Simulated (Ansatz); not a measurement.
**CH4Si (singlet): inputs that go wrong at scale of all distances = 1.514**

3 inputs are run for CH4Si (singlet) as typed; the log has to tell whether the result can be used and what must change.

Program: Ansatz 0.2.0, Gaussian basis. Level of theory: the settings change from run to run. These are calculated values, not measurements.

21 further runs of the same task are left out: 1 for a mislabelled method, 18 that didn't finish, 2 set aside as unsound or not needed.

## Step 1: What is computed

The geometry derives from a PBE0/def2-TZVP stationary point (not a proven minimum). All distances are scaled together.

6 atoms, charge 0, spin multiplicity 1.

Atoms are counted from 1 here; the program's logs count them from 0.

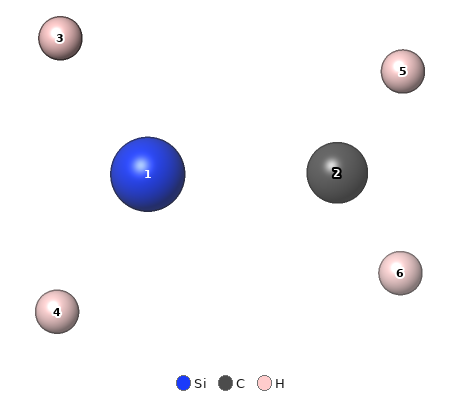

The geometry (silicon blue, carbon dark grey, hydrogen pink); atoms are numbered from 1 in the order of the file.

## Step 2: Try 1

File in.yaml:

```yaml
crystal:
  periodic: [false, false, false]
  atoms:
    - {symbol: Si, position_ang: [0.000000, 0.000000, 0.802252]}
    - {symbol: C, position_ang: [0.000000, 0.000000, -1.769701]}
    - {symbol: H, position_ang: [0.000000, 1.884106, 2.010029]}
    - {symbol: H, position_ang: [0.000000, -1.884106, 2.010029]}
    - {symbol: H, position_ang: [0.000000, 1.389050, -2.643155]}
    - {symbol: H, position_ang: [0.000000, -1.389050, -2.643155]}
basis:
  gaussian: {orbitals: STO-3G}
correlation: {active_space: {ras: {orbitals: [6, 0, 6], electrons: 9, max_holes: 2, max_particles: 2}, fixed_orbitals: true}}
accuracy: high
scf: {lower_state_search: light}
```

The run is started by

```sh
$ ansatz run in.yaml --threads 1 --pin off --events-out ev --progress --plain --max-ram 2393MiB
```

What it wrote:

```text
Functional definition: HF
  name "HF"
  cite "Fock, Z. Phys. 61, 126 (1930) doi:10.1007/BF01340294"
  parent pbe
  exchange = exact_x
  correlation = 0
295 factors; integrals over basis functions are off by at most 3.4e-8 eV
mean field evaluation 1: about -8824.2448 eV, gradient 3.0e1 eV
mean field evaluation 2: about -8824.3155 eV, gradient 3.0e1 eV
mean field evaluation 4: about -8830.8123 eV, gradient 1.5e0 eV
mean field evaluation 8: about -8830.8213 eV, gradient 7.5e-4 eV
mean field evaluation 16: about -8826.0113 eV, gradient 5.6e0 eV
mean field evaluation 32: about -8828.0923 eV, gradient 5.3e-1 eV
mean field evaluation 64: about -8829.4197 eV, gradient 4.4e0 eV
mean field evaluation 96: about -8826.5634 eV, gradient 9.2e0 eV
mean field evaluation 128: about -8828.4403 eV, gradient 3.4e0 eV
mean field -8830.82127427 eV, -324.5266960840 hartree, gradient 9.9e-9 eV, S^2 0.000000; 9 other end points of the search recorded, 0 dependent functions left out
reference -8830.82127427 eV, -324.5266960840 hartree; 12, 12 occupied and 6, 6 virtual orbitals, 295 factors
Error: 9 electrons in 12 orbitals form no window around the highest filled level of the reference
```

It took 0.24 s on 1 thread of Arm Neoverse V1, shared host.

**Diagnosis.** The run stopped with an error. The electron count of the restricted space is wrong. To mend it, count the correlated electrons again.

## Step 3: Try 2

File in.yaml:

```yaml
crystal:
  periodic: [false, false, false]
  atoms:
    - {symbol: Si, position_ang: [0.000000, 0.000000, 0.802252]}
    - {symbol: C, position_ang: [0.000000, 0.000000, -1.769701]}
    - {symbol: H, position_ang: [0.000000, 1.884106, 2.010029]}
    - {symbol: H, position_ang: [0.000000, -1.884106, 2.010029]}
    - {symbol: H, position_ang: [0.000000, 1.389050, -2.643155]}
    - {symbol: H, position_ang: [0.000000, -1.389050, -2.643155]}
basis:
  gaussian: {orbitals: def2-SVP}
magnetization: {spin_polarized: false, initial_magnetization: 1}
correlation: {method: mp2, electrons: all}
scf: {lower_state_search: off}
output: {forces: true}
```

Launched as before.

What it wrote:

```text
Error: a molecule whose nuclei and cores have a total charge of 24 cannot have a net charge of 0 together with 1 unpaired electrons
```

Wall time 0.03 s (1 thread of Arm Neoverse V1, shared host).

Diagnosis: The run was refused. The number of unpaired electrons doesn't fit the electron count. Fix: make charge and initial_magnetization agree.

## Step 4: Try 3

File in.yaml:

```yaml
crystal:
  periodic: [false, false, false]
  atoms:
    - {symbol: Si, position_ang: [0.000000, 0.000000, 0.802252]}
    - {symbol: C, position_ang: [0.000000, 0.000000, -1.769701]}
    - {symbol: H, position_ang: [0.000000, 1.884106, 2.010029]}
    - {symbol: H, position_ang: [0.000000, -1.884106, 2.010029]}
    - {symbol: H, position_ang: [0.000000, 1.389050, -2.643155]}
    - {symbol: H, position_ang: [0.000000, -1.389050, -2.643155]}
basis:
  gaussian: {orbitals: 6-31G}
magnetization: {spin_polarized: false, initial_magnetization: 8}
hamiltonian: {xc: {name: r2SCAN}}
correlation: {method: ccsdt_q, electrons: all}
```

Launched as before.

What it wrote (excerpt; [...] marks lines left out):

```text
Functional definition: r2SCAN
  name "r2SCAN"
  cite "Furness, Kaplan, Ning, Perdew & Sun, J. Phys. Chem. Lett. 11, 8208 (2020) doi:10.1021/acs.jpclett.0c02405"
  cite "Furness, Kaplan, Ning, Perdew & Sun, J. Phys. Chem. Lett. 11, 9248 (2020) doi:10.1021/acs.jpclett.0c03077"
  parent r2scan
[...]
678 factors; integrals over basis functions are off by at most 7.8e-8 eV
[...]
mean field -8955.89073920 eV, -329.1229141448 hartree, gradient 5.3e-6 eV, S^2 20.000000; 6 other end points of the search recorded, 0 dependent functions left out
[...]
reference -8934.95190957 eV, -328.3534263489 hartree; 16, 8 occupied and 14, 22 virtual orbitals, 678 factors
second order -2.51877978 eV of doubles, -0.45926280 eV of singles
cycle   1  -3.33836332 eV  change   -5.5e-1 eV  update   1.0e-1
[...]
cycle  22  -3.99640164 eV  change    6.2e-8 eV  update   1.6e-6
perturbative correction -0.01711496 eV, -0.0006289631 hartree
WARN: these amplitudes may be one of several solutions (largest doubles amplitude 0.21, level shift 1.31 eV)
Total energy: -8938.96542617 eV, -328.5009203633 hartree
```

It took 50 s on 1 thread of Arm Neoverse V1, shared host; peak memory 0.89 GiB.

What is wrong: The run converged, which proves nothing about the input. Far too many unpaired electrons are asked for. Its energy belongs to the state of multiplicity 9, not to the singlet that was meant. Fix: set initial_magnetization to that of the wanted state.

## Step 5: Summary

| try | level | ended | cause | time |
| --- | --- | --- | --- | --- |
| 1 | CISD/STO-3G | stopped by an error | the electron count of the restricted space is wrong | 0.24 s |
| 2 | MP2 on ROHF/def2-SVP | refused | the number of unpaired electrons doesn't fit the electron count | 0.03 s |
| 3 | CCSDT(Q)/6-31G | converged | far too many unpaired electrons are asked for | 50 s |

1 stopped by an error, 1 refused, 1 converged. The input that converges on a wrong geometry or spin is the dangerous one: no error points at it, so geometry and ⟨S²⟩ have to be checked.
